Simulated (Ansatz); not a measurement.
**WH₄SOF₄: molecular dynamics (part 1 of 4)**

System: WH₄SOF₄.
Method: RKS BHLYP/def2-SVP (Ansatz 0.2.0).

It belongs to a series of runs on one base structure; here: dynamics from the highest image of the converged band. Figures and captions count atoms from 1; the log counts them from 0 in places.

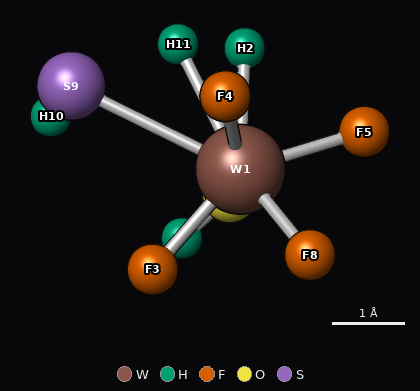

*The input geometry (ball-and-stick view, seen at a tilt; atoms are numbered from 1 in the order of the input). Sticks mark near contacts.*

Bond lengths as drawn: F–W 1.85 to 1.88 Å, H–O 0.96 Å, H–S 1.34 Å, H–W 1.84 to 2.06 Å, O–W 1.87 Å and S–W 2.66 Å.

Results in brief:

```csv
quantity,value
outcome,finished
mean temperature over the second half,621 K
trajectory,"200 steps, 100 fs"
ensemble,nve
temperature in the input,100.0 K
time step,0.5 fs
potential energy (last step),−25622.2936 eV
mean-field energy (last step),−25622.2936 eV
largest force (length of the vector) (last step),1.807 eV/Å
hardware,"4 threads of Arm Neoverse V1, 24 GiB of memory available, shared host"
wall time,12 min (CPU time 45 min)
peak memory,0.44 GiB
```

Notes:

So short a trajectory is not equilibrated.

The input:
```yaml
crystal:
  periodic: [false, false, false]
  atoms:
    - { symbol: W, position_ang: [0.114475, 0.159029, -0.079352] }
    - { symbol: H, position_ang: [-0.515017, 0.574152, 1.596391] }
    - { symbol: F, position_ang: [1.764814, -0.170449, -0.906199] }
    - { symbol: F, position_ang: [-0.197054, 1.977736, -0.244234] }
    - { symbol: F, position_ang: [-1.65667, -0.388022, 0.168198] }
    - { symbol: O, position_ang: [0.542727, -1.407186, 0.843669] }
    - { symbol: H, position_ang: [1.411609, -1.808021, 0.776195] }
    - { symbol: F, position_ang: [-0.426438, -0.040172, -1.836903] }
    - { symbol: S, position_ang: [1.894876, 1.370992, 1.477974] }
    - { symbol: H, position_ang: [2.420968, 0.262011, 2.018281] }
    - { symbol: H, position_ang: [0.32521, 0.938931, 1.813982] }
basis:
  gaussian: { orbitals: def2-SVP }
hamiltonian:
  xc: { name: BHLYP }
md:
  timestep: 0.5
  n_steps: 200
  ensemble: nve
  temperature: 100.0
  initial_velocities: maxwell_boltzmann
  seed: 8600
```

Launched with:
```bash
ansatz run input.yaml --threads 4 --pin off --max-ram 5120MiB --backend cpu --events-out ev --progress --plain --runs-dir out
```

Output:
```
Engine: ansatz 0.2.0, aarch64-unknown-linux-gnu
Functional definition: BHLYP
  parameter a = 0.5
  exchange = (1 - a)*b88_x + a*exact_x
  correlation = lyp_c
1449 factors; integrals over basis functions are off by at most 3.9e-4 eV
mean field evaluation 1: about -25608.3447 eV, gradient 8.5e1 eV
mean field evaluation 2: about -25554.4051 eV, gradient 2.0e2 eV
mean field evaluation 4: about -25621.3289 eV, gradient 8.3e0 eV
mean field evaluation 8: about -25621.6985 eV, gradient 1.1e0 eV
mean field evaluation 16: about -25621.7011 eV, gradient 8.6e-4 eV
mean field -25621.70109236 eV, -941.5801481316 hartree, gradient 1.9e-5 eV, S^2 0.000000; 0 other end points of the search recorded, 0 dependent functions left out
the calculation of the forces begins
reference -25621.70131105 eV, -941.5801561680 hartree; 39, 39 occupied and 101, 101 virtual orbitals, 1449 factors
md step     0: t =     0.00 fs  T =   100.0 K  F+E_penalty+E_count = -25621.70109236 eV  E_kin = 0.116334 eV  conserved = -25621.58475836 eV  (36 SCF iters)
these checks for a lower state are left out or cut short: starts, cluster_reference, orbital_swaps, neighbouring_geometries, increment
1449 factors; integrals over basis functions are off by at most 4.3e-4 eV
mean field -25621.70009526 eV, -941.5801114887 hartree, gradient 3.2e-5 eV, S^2 0.000000; 0 other end points of the search recorded, 0 dependent functions left out
the calculation of the forces begins
reference -25621.70031400 eV, -941.5801195273 hartree; 39, 39 occupied and 101, 101 virtual orbitals, 1449 factors
md step     1: t =     0.50 fs  T =    99.2 K  F+E_penalty+E_count = -25621.70009526 eV  E_kin = 0.115355 eV  conserved = -25621.58474023 eV  (40 SCF iters)
[... from here on the SCF iterations and repeated set-up lines of each step are left out, up to the last step ...]
md step     2: t =     1.00 fs  T =    96.6 K  F+E_penalty+E_count = -25621.69712073 eV  E_kin = 0.112427 eV  conserved = -25621.58469376 eV  (40 SCF iters)
md step     3: t =     1.50 fs  T =    93.1 K  F+E_penalty+E_count = -25621.69289037 eV  E_kin = 0.108262 eV  conserved = -25621.58462872 eV  (40 SCF iters)
md step     4: t =     2.00 fs  T =    89.3 K  F+E_penalty+E_count = -25621.68841419 eV  E_kin = 0.103853 eV  conserved = -25621.58456160 eV  (40 SCF iters)
md step     5: t =     2.50 fs  T =    86.1 K  F+E_penalty+E_count = -25621.68473174 eV  E_kin = 0.100221 eV  conserved = -25621.58451077 eV  (40 SCF iters)
md step     6: t =     3.00 fs  T =    84.4 K  F+E_penalty+E_count = -25621.68262576 eV  E_kin = 0.098136 eV  conserved = -25621.58449018 eV  (39 SCF iters)
md step     7: t =     3.50 fs  T =    84.2 K  F+E_penalty+E_count = -25621.68240944 eV  E_kin = 0.097906 eV  conserved = -25621.58450328 eV  (40 SCF iters)
md step     8: t =     4.00 fs  T =    85.4 K  F+E_penalty+E_count = -25621.68387265 eV  E_kin = 0.099331 eV  conserved = -25621.58454194 eV  (40 SCF iters)
md step     9: t =     4.50 fs  T =    87.5 K  F+E_penalty+E_count = -25621.68640662 eV  E_kin = 0.101817 eV  conserved = -25621.58458996 eV  (39 SCF iters)
md step    10: t =     5.00 fs  T =    89.9 K  F+E_penalty+E_count = -25621.68925331 eV  E_kin = 0.104624 eV  conserved = -25621.58462959 eV  (39 SCF iters)
md step    11: t =     5.50 fs  T =    92.1 K  F+E_penalty+E_count = -25621.69178038 eV  E_kin = 0.107132 eV  conserved = -25621.58464831 eV  (39 SCF iters)
md step    12: t =     6.00 fs  T =    93.7 K  F+E_penalty+E_count = -25621.69368373 eV  E_kin = 0.109042 eV  conserved = -25621.58464129 eV  (39 SCF iters)
md step    13: t =     6.50 fs  T =    94.9 K  F+E_penalty+E_count = -25621.69506664 eV  E_kin = 0.110454 eV  conserved = -25621.58461216 eV  (39 SCF iters)
md step    14: t =     7.00 fs  T =    96.1 K  F+E_penalty+E_count = -25621.69639048 eV  E_kin = 0.111820 eV  conserved = -25621.58457041 eV  (38 SCF iters)
md step    15: t =     7.50 fs  T =    97.8 K  F+E_penalty+E_count = -25621.69833257 eV  E_kin = 0.113804 eV  conserved = -25621.58452815 eV  (39 SCF iters)
md step    16: t =     8.00 fs  T =   100.7 K  F+E_penalty+E_count = -25621.70159946 eV  E_kin = 0.117102 eV  conserved = -25621.58449787 eV  (38 SCF iters)
md step    17: t =     8.50 fs  T =   105.1 K  F+E_penalty+E_count = -25621.70673658 eV  E_kin = 0.122248 eV  conserved = -25621.58448907 eV  (39 SCF iters)
md step    18: t =     9.00 fs  T =   111.3 K  F+E_penalty+E_count = -25621.71397278 eV  E_kin = 0.129463 eV  conserved = -25621.58450932 eV  (35 SCF iters)
md step    19: t =     9.50 fs  T =   119.1 K  F+E_penalty+E_count = -25621.72311421 eV  E_kin = 0.138553 eV  conserved = -25621.58456109 eV  (39 SCF iters)
md step    20: t =    10.00 fs  T =   128.0 K  F+E_penalty+E_count = -25621.73351340 eV  E_kin = 0.148873 eV  conserved = -25621.58464070 eV  (39 SCF iters)
md step    21: t =    10.50 fs  T =   137.0 K  F+E_penalty+E_count = -25621.74413199 eV  E_kin = 0.159394 eV  conserved = -25621.58473758 eV  (39 SCF iters)
md step    22: t =    11.00 fs  T =   145.2 K  F+E_penalty+E_count = -25621.75371537 eV  E_kin = 0.168883 eV  conserved = -25621.58483267 eV  (39 SCF iters)
md step    23: t =    11.50 fs  T =   151.5 K  F+E_penalty+E_count = -25621.76109071 eV  E_kin = 0.176191 eV  conserved = -25621.58489931 eV  (38 SCF iters)
md step    24: t =    12.00 fs  T =   155.3 K  F+E_penalty+E_count = -25621.76556625 eV  E_kin = 0.180657 eV  conserved = -25621.58490922 eV  (39 SCF iters)
md step    25: t =    12.50 fs  T =   156.9 K  F+E_penalty+E_count = -25621.76734557 eV  E_kin = 0.182505 eV  conserved = -25621.58484101 eV  (39 SCF iters)
md step    26: t =    13.00 fs  T =   157.4 K  F+E_penalty+E_count = -25621.76780838 eV  E_kin = 0.183113 eV  conserved = -25621.58469542 eV  (39 SCF iters)
md step    27: t =    13.50 fs  T =   159.0 K  F+E_penalty+E_count = -25621.76945710 eV  E_kin = 0.184953 eV  conserved = -25621.58450430 eV  (37 SCF iters)
md step    28: t =    14.00 fs  T =   164.2 K  F+E_penalty+E_count = -25621.77539941 eV  E_kin = 0.191071 eV  conserved = -25621.58432815 eV  (37 SCF iters)
md step    29: t =    14.50 fs  T =   175.5 K  F+E_penalty+E_count = -25621.78842224 eV  E_kin = 0.204186 eV  conserved = -25621.58423591 eV  (39 SCF iters)
md step    30: t =    15.00 fs  T =   194.0 K  F+E_penalty+E_count = -25621.80996839 eV  E_kin = 0.225695 eV  conserved = -25621.58427384 eV  (39 SCF iters)
md step    31: t =    15.50 fs  T =   219.2 K  F+E_penalty+E_count = -25621.83947234 eV  E_kin = 0.255031 eV  conserved = -25621.58444095 eV  (39 SCF iters)
md step    32: t =    16.00 fs  T =   249.0 K  F+E_penalty+E_count = -25621.87440181 eV  E_kin = 0.289713 eV  conserved = -25621.58468839 eV  (40 SCF iters)
md step    33: t =    16.50 fs  T =   280.3 K  F+E_penalty+E_count = -25621.91101025 eV  E_kin = 0.326068 eV  conserved = -25621.58494261 eV  (40 SCF iters)
md step    34: t =    17.00 fs  T =   309.7 K  F+E_penalty+E_count = -25621.94546221 eV  E_kin = 0.360326 eV  conserved = -25621.58513584 eV  (40 SCF iters)
md step    35: t =    17.50 fs  T =   334.9 K  F+E_penalty+E_count = -25621.97487152 eV  E_kin = 0.389642 eV  conserved = -25621.58522926 eV  (40 SCF iters)
md step    36: t =    18.00 fs  T =   354.8 K  F+E_penalty+E_count = -25621.99791255 eV  E_kin = 0.412695 eV  conserved = -25621.58521741 eV  (36 SCF iters)
md step    37: t =    18.50 fs  T =   369.4 K  F+E_penalty+E_count = -25622.01491653 eV  E_kin = 0.429795 eV  conserved = -25621.58512106 eV  (40 SCF iters)
md step    38: t =    19.00 fs  T =   380.4 K  F+E_penalty+E_count = -25622.02756022 eV  E_kin = 0.442586 eV  conserved = -25621.58497405 eV  (40 SCF iters)
md step    39: t =    19.50 fs  T =   389.8 K  F+E_penalty+E_count = -25622.03833964 eV  E_kin = 0.453528 eV  conserved = -25621.58481186 eV  (39 SCF iters)
md step    40: t =    20.00 fs  T =   400.0 K  F+E_penalty+E_count = -25622.04999819 eV  E_kin = 0.465332 eV  conserved = -25621.58466638 eV  (39 SCF iters)
md step    41: t =    20.50 fs  T =   413.0 K  F+E_penalty+E_count = -25622.06500576 eV  E_kin = 0.480443 eV  conserved = -25621.58456295 eV  (39 SCF iters)
md step    42: t =    21.00 fs  T =   430.3 K  F+E_penalty+E_count = -25622.08513889 eV  E_kin = 0.500619 eV  conserved = -25621.58451969 eV  (39 SCF iters)
md step    43: t =    21.50 fs  T =   452.7 K  F+E_penalty+E_count = -25622.11118636 eV  E_kin = 0.526641 eV  conserved = -25621.58454508 eV  (39 SCF iters)
md step    44: t =    22.00 fs  T =   479.8 K  F+E_penalty+E_count = -25622.14280418 eV  E_kin = 0.558167 eV  conserved = -25621.58463762 eV  (38 SCF iters)
md step    45: t =    22.50 fs  T =   510.4 K  F+E_penalty+E_count = -25622.17853277 eV  E_kin = 0.593748 eV  conserved = -25621.58478496 eV  (40 SCF iters)
md step    46: t =    23.00 fs  T =   542.4 K  F+E_penalty+E_count = -25622.21599195 eV  E_kin = 0.631029 eV  conserved = -25621.58496305 eV  (40 SCF iters)
md step    47: t =    23.50 fs  T =   573.5 K  F+E_penalty+E_count = -25622.25226037 eV  E_kin = 0.667123 eV  conserved = -25621.58513747 eV  (40 SCF iters)
md step    48: t =    24.00 fs  T =   601.0 K  F+E_penalty+E_count = -25622.28441495 eV  E_kin = 0.699147 eV  conserved = -25621.58526844 eV  (40 SCF iters)
md step    49: t =    24.50 fs  T =   623.1 K  F+E_penalty+E_count = -25622.31014826 eV  E_kin = 0.724828 eV  conserved = -25621.58532074 eV  (40 SCF iters)
md step    50: t =    25.00 fs  T =   638.7 K  F+E_penalty+E_count = -25622.32830771 eV  E_kin = 0.743029 eV  conserved = -25621.58527869 eV  (40 SCF iters)
md step    51: t =    25.50 fs  T =   648.1 K  F+E_penalty+E_count = -25622.33914987 eV  E_kin = 0.753994 eV  conserved = -25621.58515631 eV  (40 SCF iters)
md step    52: t =    26.00 fs  T =   652.6 K  F+E_penalty+E_count = -25622.34414488 eV  E_kin = 0.759144 eV  conserved = -25621.58500051 eV  (40 SCF iters)
md step    53: t =    26.50 fs  T =   653.7 K  F+E_penalty+E_count = -25622.34529987 eV  E_kin = 0.760422 eV  conserved = -25621.58487795 eV  (40 SCF iters)
md step    54: t =    27.00 fs  T =   652.7 K  F+E_penalty+E_count = -25622.34420770 eV  E_kin = 0.759362 eV  conserved = -25621.58484575 eV  (40 SCF iters)
md step    55: t =    27.50 fs  T =   650.1 K  F+E_penalty+E_count = -25622.34123802 eV  E_kin = 0.756317 eV  conserved = -25621.58492152 eV  (36 SCF iters)
md step    56: t =    28.00 fs  T =   644.9 K  F+E_penalty+E_count = -25622.33529079 eV  E_kin = 0.750218 eV  conserved = -25621.58507302 eV  (40 SCF iters)
md step    57: t =    28.50 fs  T =   635.3 K  F+E_penalty+E_count = -25622.32426137 eV  E_kin = 0.739027 eV  conserved = -25621.58523453 eV  (40 SCF iters)
md step    58: t =    29.00 fs  T =   619.5 K  F+E_penalty+E_count = -25622.30598992 eV  E_kin = 0.720652 eV  conserved = -25621.58533755 eV  (40 SCF iters)
md step    59: t =    29.50 fs  T =   596.5 K  F+E_penalty+E_count = -25622.27924970 eV  E_kin = 0.693910 eV  conserved = -25621.58533970 eV  (40 SCF iters)
md step    60: t =    30.00 fs  T =   566.6 K  F+E_penalty+E_count = -25622.24436177 eV  E_kin = 0.659127 eV  conserved = -25621.58523468 eV  (39 SCF iters)
md step    61: t =    30.50 fs  T =   531.4 K  F+E_penalty+E_count = -25622.20326559 eV  E_kin = 0.618216 eV  conserved = -25621.58504935 eV  (39 SCF iters)
md step    62: t =    31.00 fs  T =   493.6 K  F+E_penalty+E_count = -25622.15910904 eV  E_kin = 0.574282 eV  conserved = -25621.58482684 eV  (40 SCF iters)
md step    63: t =    31.50 fs  T =   456.4 K  F+E_penalty+E_count = -25622.11557743 eV  E_kin = 0.530965 eV  conserved = -25621.58461266 eV  (40 SCF iters)
md step    64: t =    32.00 fs  T =   422.7 K  F+E_penalty+E_count = -25622.07618131 eV  E_kin = 0.491737 eV  conserved = -25621.58444412 eV  (40 SCF iters)
md step    65: t =    32.50 fs  T =   394.8 K  F+E_penalty+E_count = -25622.04366595 eV  E_kin = 0.459320 eV  conserved = -25621.58434556 eV  (40 SCF iters)
md step    66: t =    33.00 fs  T =   374.2 K  F+E_penalty+E_count = -25622.01962033 eV  E_kin = 0.435293 eV  conserved = -25621.58432779 eV  (40 SCF iters)
md step    67: t =    33.50 fs  T =   361.0 K  F+E_penalty+E_count = -25622.00429934 eV  E_kin = 0.419909 eV  conserved = -25621.58439005 eV  (41 SCF iters)
md step    68: t =    34.00 fs  T =   354.3 K  F+E_penalty+E_count = -25621.99663866 eV  E_kin = 0.412117 eV  conserved = -25621.58452165 eV  (41 SCF iters)
md step    69: t =    34.50 fs  T =   352.2 K  F+E_penalty+E_count = -25621.99443714 eV  E_kin = 0.409734 eV  conserved = -25621.58470302 eV  (41 SCF iters)
md step    70: t =    35.00 fs  T =   352.2 K  F+E_penalty+E_count = -25621.99469174 eV  E_kin = 0.409786 eV  conserved = -25621.58490532 eV  (41 SCF iters)
md step    71: t =    35.50 fs  T =   351.6 K  F+E_penalty+E_count = -25621.99408419 eV  E_kin = 0.408994 eV  conserved = -25621.58508989 eV  (42 SCF iters)
md step    72: t =    36.00 fs  T =   347.6 K  F+E_penalty+E_count = -25621.98961369 eV  E_kin = 0.404402 eV  conserved = -25621.58521176 eV  (41 SCF iters)
md step    73: t =    36.50 fs  T =   338.8 K  F+E_penalty+E_count = -25621.97932243 eV  E_kin = 0.394096 eV  conserved = -25621.58522643 eV  (35 SCF iters)
md step    74: t =    37.00 fs  T =   324.8 K  F+E_penalty+E_count = -25621.96298296 eV  E_kin = 0.377877 eV  conserved = -25621.58510568 eV  (42 SCF iters)
md step    75: t =    37.50 fs  T =   307.4 K  F+E_penalty+E_count = -25621.94250505 eV  E_kin = 0.357647 eV  conserved = -25621.58485805 eV  (42 SCF iters)
md step    76: t =    38.00 fs  T =   289.9 K  F+E_penalty+E_count = -25621.92176522 eV  E_kin = 0.337224 eV  conserved = -25621.58454159 eV  (42 SCF iters)
md step    77: t =    38.50 fs  T =   276.3 K  F+E_penalty+E_count = -25621.90567375 eV  E_kin = 0.321417 eV  conserved = -25621.58425701 eV  (41 SCF iters)
md step    78: t =    39.00 fs  T =   270.3 K  F+E_penalty+E_count = -25621.89861370 eV  E_kin = 0.314502 eV  conserved = -25621.58411175 eV  (42 SCF iters)
md step    79: t =    39.50 fs  T =   273.9 K  F+E_penalty+E_count = -25621.90280909 eV  E_kin = 0.318642 eV  conserved = -25621.58416694 eV  (42 SCF iters)
md step    80: t =    40.00 fs  T =   286.2 K  F+E_penalty+E_count = -25621.91739575 eV  E_kin = 0.332992 eV  conserved = -25621.58440335 eV  (41 SCF iters)
md step    81: t =    40.50 fs  T =   304.3 K  F+E_penalty+E_count = -25621.93869935 eV  E_kin = 0.353968 eV  conserved = -25621.58473099 eV  (42 SCF iters)
md step    82: t =    41.00 fs  T =   323.7 K  F+E_penalty+E_count = -25621.96158887 eV  E_kin = 0.376553 eV  conserved = -25621.58503594 eV  (41 SCF iters)
md step    83: t =    41.50 fs  T =   340.4 K  F+E_penalty+E_count = -25621.98122106 eV  E_kin = 0.395991 eV  conserved = -25621.58523000 eV  (42 SCF iters)
md step    84: t =    42.00 fs  T =   351.7 K  F+E_penalty+E_count = -25621.99441419 eV  E_kin = 0.409135 eV  conserved = -25621.58527886 eV  (42 SCF iters)
md step    85: t =    42.50 fs  T =   356.8 K  F+E_penalty+E_count = -25622.00022874 eV  E_kin = 0.415031 eV  conserved = -25621.58519732 eV  (41 SCF iters)
md step    86: t =    43.00 fs  T =   356.5 K  F+E_penalty+E_count = -25621.99978903 eV  E_kin = 0.414760 eV  conserved = -25621.58502902 eV  (41 SCF iters)
md step    87: t =    43.50 fs  T =   353.1 K  F+E_penalty+E_count = -25621.99563707 eV  E_kin = 0.410812 eV  conserved = -25621.58482472 eV  (41 SCF iters)
md step    88: t =    44.00 fs  T =   349.3 K  F+E_penalty+E_count = -25621.99094103 eV  E_kin = 0.406312 eV  conserved = -25621.58462925 eV  (41 SCF iters)
md step    89: t =    44.50 fs  T =   347.5 K  F+E_penalty+E_count = -25621.98877328 eV  E_kin = 0.404297 eV  conserved = -25621.58447641 eV  (41 SCF iters)
md step    90: t =    45.00 fs  T =   350.0 K  F+E_penalty+E_count = -25621.99155363 eV  E_kin = 0.407165 eV  conserved = -25621.58438859 eV  (36 SCF iters)
md step    91: t =    45.50 fs  T =   357.8 K  F+E_penalty+E_count = -25622.00067624 eV  E_kin = 0.416299 eV  conserved = -25621.58437726 eV  (41 SCF iters)
md step    92: t =    46.00 fs  T =   371.2 K  F+E_penalty+E_count = -25622.01631486 eV  E_kin = 0.431871 eV  conserved = -25621.58444376 eV  (41 SCF iters)
md step    93: t =    46.50 fs  T =   389.2 K  F+E_penalty+E_count = -25622.03740551 eV  E_kin = 0.452828 eV  conserved = -25621.58457755 eV  (40 SCF iters)
md step    94: t =    47.00 fs  T =   410.1 K  F+E_penalty+E_count = -25622.06182628 eV  E_kin = 0.477072 eV  conserved = -25621.58475441 eV  (41 SCF iters)
md step    95: t =    47.50 fs  T =   431.4 K  F+E_penalty+E_count = -25622.08679626 eV  E_kin = 0.501860 eV  conserved = -25621.58493607 eV  (41 SCF iters)
md step    96: t =    48.00 fs  T =   450.8 K  F+E_penalty+E_count = -25622.10949005 eV  E_kin = 0.524415 eV  conserved = -25621.58507456 eV  (42 SCF iters)
md step    97: t =    48.50 fs  T =   466.5 K  F+E_penalty+E_count = -25622.12779444 eV  E_kin = 0.542673 eV  conserved = -25621.58512155 eV  (41 SCF iters)
md step    98: t =    49.00 fs  T =   477.9 K  F+E_penalty+E_count = -25622.14103899 eV  E_kin = 0.555992 eV  conserved = -25621.58504736 eV  (41 SCF iters)
md step    99: t =    49.50 fs  T =   486.2 K  F+E_penalty+E_count = -25622.15042388 eV  E_kin = 0.565564 eV  conserved = -25621.58486006 eV  (41 SCF iters)
md step   100: t =    50.00 fs  T =   493.6 K  F+E_penalty+E_count = -25622.15885714 eV  E_kin = 0.574241 eV  conserved = -25621.58461622 eV  (40 SCF iters)
md step   101: t =    50.50 fs  T =   503.4 K  F+E_penalty+E_count = -25622.17006283 eV  E_kin = 0.585653 eV  conserved = -25621.58440971 eV  (40 SCF iters)
md step   102: t =    51.00 fs  T =   518.2 K  F+E_penalty+E_count = -25622.18716107 eV  E_kin = 0.602829 eV  conserved = -25621.58433225 eV  (40 SCF iters)
md step   103: t =    51.50 fs  T =   538.9 K  F+E_penalty+E_count = -25622.21130189 eV  E_kin = 0.626875 eV  conserved = -25621.58442674 eV  (40 SCF iters)
md step   104: t =    52.00 fs  T =   564.2 K  F+E_penalty+E_count = -25622.24104024 eV  E_kin = 0.656378 eV  conserved = -25621.58466220 eV  (40 SCF iters)
```
